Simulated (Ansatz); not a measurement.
## Pd: response to strain

The parent structure is Pd in the fcc (Cu type) structure (space group Fm-3m, No. 225; relaxed with 0.1 eV smearing).

```yaml
crystal:
  lattice:
    - [0.00000, 1.92070, 1.92070]
    - [1.92070, 0.00000, 1.92070]
    - [1.92070, 1.92070, 0.00000]
  atoms:
    - { symbol: Pd, position: [0.00000, 0.00000, 0.00000] }
```

Cartesian axes are those of the cell as printed.

Strains are applied to the cell and any free atomic positions relax.

Calculations: Ansatz (a first-principles code) LDA, no SOC.

Notes on the quantities. energy relative to the base: free energy F.

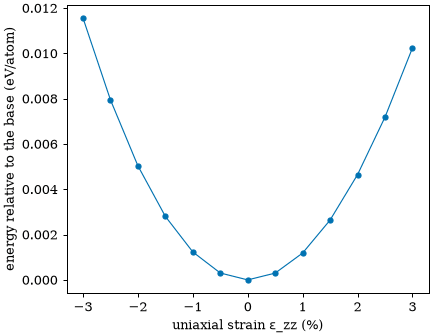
Figure: Energy relative to the base against uniaxial strain ε_zz

```json
[
 {"uniaxial strain ε_zz (%)": "-3", "energy relative to the base": "+12 meV/atom"},
 {"uniaxial strain ε_zz (%)": "-2.5", "energy relative to the base": "+7.9 meV/atom"},
 {"uniaxial strain ε_zz (%)": "-2", "energy relative to the base": "+5.0 meV/atom"},
 {"uniaxial strain ε_zz (%)": "-1.5", "energy relative to the base": "+2.8 meV/atom"},
 {"uniaxial strain ε_zz (%)": "-1", "energy relative to the base": "+1.2 meV/atom"},
 {"uniaxial strain ε_zz (%)": "-0.5", "energy relative to the base": "+0.3 meV/atom"},
 {"uniaxial strain ε_zz (%)": "0.5", "energy relative to the base": "+0.3 meV/atom"},
 {"uniaxial strain ε_zz (%)": "1", "energy relative to the base": "+1.2 meV/atom"},
 {"uniaxial strain ε_zz (%)": "1.5", "energy relative to the base": "+2.6 meV/atom"},
 {"uniaxial strain ε_zz (%)": "2", "energy relative to the base": "+4.6 meV/atom"},
 {"uniaxial strain ε_zz (%)": "2.5", "energy relative to the base": "+7.2 meV/atom"},
 {"uniaxial strain ε_zz (%)": "3", "energy relative to the base": "+10 meV/atom"}
]
```

Stability against distortions was not tested. All final runs are without spin polarisation. Pd lies near a magnetic instability that expansion can trigger; it was not tested.
